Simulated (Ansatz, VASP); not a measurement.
**Si (Silicon) in two plane-wave programs**

One calculation is typed for both programs; each brings its own data sets. How far apart do they land? The cell is taken from a series of VASP runs on this material, whose earlier steps may have relaxed, scaled or displaced it; both programs get it as it stands. Valence electrons are named where the data sets of a main pair hold unlike numbers.

Calculated with Ansatz 0.2.0; plane waves, with VASP 6.6.1 beside it; band structure at PBE0.

## Step 1: The starting structure

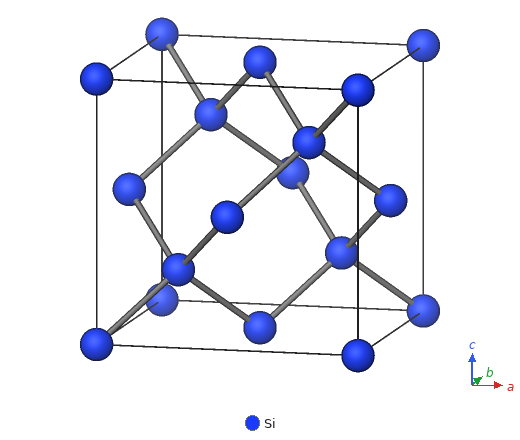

The starting structure, seen slightly off an axis (silicon blue). This picture shows the conventional cell, with its axes. Bonds to atoms that aren't drawn are left out. Some periodic images of atoms are drawn too.

## Step 2: VASP: band structure, PBE0

Levels along a path test the potential and the projectors away from the mesh points.

Lines of VASP's logs that name or quote its potential files are left out, and so is its time.

The run reads the wave functions of an earlier VASP run, which isn't shown here.

The input, INCAR:

```
SYSTEM = Si
PREC = Accurate
ENCUT = 350
EDIFF = 1E-06
NELM = 100
ISMEAR = 0
SIGMA = 0.03
LREAL = .FALSE.
ALGO = Normal
LHFCALC = .TRUE.
AEXX = 0.25
GGA = PE
LASPH = .TRUE.
NBANDS = 10
PRECFOCK = Fast
HFRCUT = -1
LORBIT = 11
LWAVE = .FALSE.
LCHARG = .FALSE.
KPAR = 8
```

The input, POSCAR:

```
Si
1.0
    0.0000000000      2.7154800000      2.7154800000
    2.7154800000      0.0000000000      2.7154800000
    2.7154800000      2.7154800000      0.0000000000
Si
2
Direct
    0.7500000000      0.7500000000      0.7500000000
    0.5000000000      0.5000000000      0.5000000000
```

The input, KPOINTS:

```
Automatic mesh
0
Gamma
5 5 5
0 0 0
```

The input, KPOINTS_OPT:

```
Line mode
10
Line-mode
Reciprocal
  0.00000000   0.00000000   0.00000000 GAMMA
  0.50000000   0.00000000   0.50000000 X

  0.50000000   0.00000000   0.50000000 X
  0.50000000   0.25000000   0.75000000 W

  0.50000000   0.25000000   0.75000000 W
  0.37500000   0.37500000   0.75000000 K

  0.37500000   0.37500000   0.75000000 K
  0.00000000   0.00000000   0.00000000 GAMMA

  0.00000000   0.00000000   0.00000000 GAMMA
  0.50000000   0.50000000   0.50000000 L

  0.50000000   0.50000000   0.50000000 L
  0.62500000   0.25000000   0.62500000 U

  0.62500000   0.25000000   0.62500000 U
  0.50000000   0.25000000   0.75000000 W

  0.50000000   0.25000000   0.75000000 W
  0.50000000   0.50000000   0.50000000 L

  0.50000000   0.50000000   0.50000000 L
  0.37500000   0.37500000   0.75000000 K

  0.62500000   0.25000000   0.62500000 U
  0.50000000   0.00000000   0.50000000 X
```

Potentials, in the order of the species: Si (PBE family, release 64).

The run is started by

```console
> mpirun -np 8 vasp_std
```

Numbers of over 12 decimals in the logs are rounded to 6 here.

Log:

```text
[banner, memory and clock lines left out]
running    8 mpi-ranks, on    1 nodes
 distrk:  each k-point on    1 cores,    8 groups
 distr:  one band on    1 cores,    1 groups

 POSCAR found type information on POSCAR Si
 POSCAR found :  1 types and       2 ions
|                                                                             |
|           W    W    AA    RRRRR   N    N  II  N    N   GGGG   !!!           |
|           W    W   A  A   R    R  NN   N  II  NN   N  G    G  !!!           |
|           W    W  A    A  R    R  N N  N  II  N N  N  G       !!!           |
|           W WW W  AAAAAA  RRRRR   N  N N  II  N  N N  G  GGG   !            |
|           WW  WW  A    A  R   R   N   NN  II  N   NN  G    G                |
|           W    W  A    A  R    R  N    N  II  N    N   GGGG   !!!           |
|                                                                             |
|     For optimal performance we recommend to set                             |
|       NCORE = 2 up to number-of-cores-per-socket                            |
|     NCORE specifies how many cores store one orbital (NPAR=cpu/NCORE).      |
|     This setting can greatly improve the performance of VASP for DFT.       |
|     The default, NCORE=1 might be grossly inefficient on modern             |
|     multi-core architectures or massively parallel machines. Do your        |
|     Unfortunately you need to use the default for GW and RPA                |
|     calculations (for HF NCORE is supported but not extensively tested      |
|     yet).                                                                   |
|                                                                             |

 LDA part: xc-table for (Slater+PW92), standard interpolation
 found WAVECAR, reading the header
 POSCAR, INCAR and KPOINTS ok, starting setup
 FFT: planning ... GRIDC
 FFT: planning ... GRID_SOFT
 FFT: planning ... GRID
 HFRCUT set to (new)   10.611996
 reading WAVECAR
 the WAVECAR file was read successfully
 initial charge from wavefunction
 entering main loop
       N       E                     dE             d eps       ncg     rms          rms(c)
DAV:   1    -0.135121755162E+02   -0.13512E+02   -0.90710E-01   204   0.585E+00    0.450E+00
DAV:   2    -0.135201214782E+02   -0.79460E-02   -0.21715E-02   232   0.902E-01    0.305E+00
DAV:   3    -0.135188224105E+02    0.12991E-02   -0.10935E-03   220   0.201E-01    0.177E+00
DAV:   4    -0.135182414887E+02    0.58092E-03   -0.13726E-04   208   0.758E-02    0.101E+00
DAV:   5    -0.135180365249E+02    0.20496E-03   -0.54175E-05   218   0.465E-02    0.567E-01
DAV:   6    -0.135179679175E+02    0.68607E-04   -0.22173E-05   220   0.291E-02    0.318E-01
DAV:   7    -0.135179456661E+02    0.22251E-04   -0.83985E-06   228   0.176E-02    0.178E-01
DAV:   8    -0.135179386978E+02    0.69683E-05   -0.30630E-06   212   0.106E-02    0.994E-02
DAV:   9    -0.135179366344E+02    0.20634E-05   -0.10670E-06   122   0.637E-03    0.561E-02
DAV:  10    -0.135179360978E+02    0.53658E-06   -0.48636E-07   130   0.450E-03
   1 F= -.13517936E+02 E0= -.13517936E+02  d E =-.624715E-22
 Start KPOINTS_OPT (optional k-point list driver)
k-point batch [1-10\100]
       N       E                     dE             ncg
DAV:   1     0.219518237110E+03   -0.85002E+03      200
DAV:   2     0.350991719575E+02   -0.18442E+03      290
DAV:   3     0.228681623872E+02   -0.12231E+02      266
DAV:   4     0.226565701137E+02   -0.21159E+00      256
DAV:   5     0.226542678672E+02   -0.23022E-02      260
DAV:   6     0.226542520930E+02   -0.15774E-04      270
DAV:   7     0.226542520159E+02   -0.77066E-07      236
[...]
k-point batch [91-100\100]
       N       E                     dE             ncg
DAV:   1     0.856818572316E+02   -0.26284E+04      200
DAV:   2    -0.701297885865E+02   -0.15581E+03      264
DAV:   3    -0.758486195922E+02   -0.57188E+01      284
DAV:   4    -0.759008318510E+02   -0.52212E-01      288
DAV:   5    -0.759011072843E+02   -0.27543E-03      288
DAV:   6    -0.759011086376E+02   -0.13534E-05      294
DAV:   7    -0.759011086484E+02   -0.10716E-07      268
```

OUTCAR, selected parts (step 2):

```text
ion  position               nearest neighbor table
   1  0.750  0.750  0.750-   2 2.35   2 2.35   2 2.35   2 2.35
   2  0.500  0.500  0.500-   1 2.35   1 2.35   1 2.35   1 2.35

  LATTYP: Found a face centered cubic cell.
 ALAT       =     5.4309600000

 Subroutine GETGRP returns: Found 48 space group operations
 (whereof 24 operations were pure point group operations)

The static configuration has the point symmetry T_d .
 The point group associated with its full space group is O_h .

 Found     10 irreducible k-points:

   k-points           NKPTS =     10   k-points in BZ     NKDIM =    125   number of bands    NBANDS=     10

   dimension x,y,z NGX =    24 NGY =   24 NGZ =   24
   dimension x,y,z NGXF=    48 NGYF=   48 NGZF=   48

   ENCUT  =  350.0 eV  25.72 Ry    5.07 a.u.   5.86  5.86  5.86*2*pi/ulx,y,z

   NELECT =       8.0000    total number of electrons

 k-points in reciprocal lattice and weights: Automatic mesh
   0.00000000  0.00000000  0.00000000       0.008
   0.20000000  0.00000000  0.00000000       0.064
   0.40000000  0.00000000  0.00000000       0.064
   0.20000000  0.20000000  0.00000000       0.048
   0.40000000  0.20000000  0.00000000       0.192
  -0.40000000  0.20000000  0.00000000       0.192
  -0.20000000  0.20000000  0.00000000       0.096
   0.40000000  0.40000000  0.00000000       0.048
  -0.40000000  0.40000000  0.00000000       0.096
  -0.40000000  0.40000000  0.20000000       0.192

  exchange ACFDT corr.  =         0.00000000  see jH, gK, PRB 81, 115126

 average (electrostatic) potential at core
       1 -79.1003       2 -79.1003

 E-fermi :   5.3245

 k-point     1 :       0.0000    0.0000    0.0000
  band No.  band energies     occupation
      1      -8.2302      2.00000
      2       5.1270      2.00000
      3       5.1270      2.00000
      4       5.1270      2.00000
      5       9.1419      0.00000
      6       9.1419      0.00000
      7       9.1419      0.00000
      8      10.1669      0.00000
      9      14.6384      0.00000
    ...

 k-point     2 :       0.2000    0.0000    0.0000
  band No.  band energies     occupation
      1      -7.6736      2.00000
      2       1.8366      2.00000
      3       4.5108      2.00000
      4       4.5108      2.00000
      5       8.8083      0.00000
      6      10.0135      0.00000
      7      10.0135      0.00000
      8      12.9411      0.00000
      9      13.9060      0.00000
    ...

 k-point     3 :       0.4000    0.0000    0.0000
  band No.  band energies     occupation
      1      -6.1472      2.00000
      2      -1.8818      2.00000
      3       3.8783      2.00000
      4       3.8783      2.00000
      5       8.1583      0.00000
      6      10.0652      0.00000
      7      10.0652      0.00000
      8      14.6055      0.00000
      9      16.0156      0.00000
    ...

  energy-cutoff  :      350.00
  volume of cell :       40.05
      direct lattice vectors                 reciprocal lattice vectors
     0.000000000  2.715480000  2.715480000    -0.184129509  0.184129509  0.184129509
     2.715480000  0.000000000  2.715480000     0.184129509 -0.184129509  0.184129509
     2.715480000  2.715480000  0.000000000     0.184129509  0.184129509 -0.184129509

 POSITION                                       TOTAL-FORCE (eV/Angst)
 -----------------------------------------------------------------------------------
      4.07322      4.07322      4.07322        -0.000000     -0.000000     -0.000000
      2.71548      2.71548      2.71548         0.000000      0.000000      0.000000
 -----------------------------------------------------------------------------------
    total drift:                               -0.000000      0.000000     -0.000000

  FREE ENERGIE OF THE ION-ELECTRON SYSTEM (eV)
  ---------------------------------------------------
  free  energy   TOTEN  =       -13.5179360978 eV

  energy  without entropy=      -13.5179360978  energy(sigma->0) =      -13.51793610

 total charge
# of ion       s       p       d       tot
------------------------------------------
    1        0.753   0.971   0.000   1.724
    2        0.753   0.971   0.000   1.724
--------------------------------------------------
tot          1.507   1.941   0.000   3.448

[... 3 further parts left out ...]
```

The k-mesh is coarse for unscreened exact exchange, which converges slowly with it.

(Continued in part 2 of 2.)

[Lines on the potential files, build, host, timing and source positions are cut from VASP's logs without a mark.]

[Logs are printed without paths, hosts, clocks, repeated set-up lines and the standing remarks that a program may print on its own settings, such as how far it seeks lower states.]

[Hosts, paths, dates, database ids (printed as entryN), source tags and the programs' standing remarks are cut or masked in the printed files.]
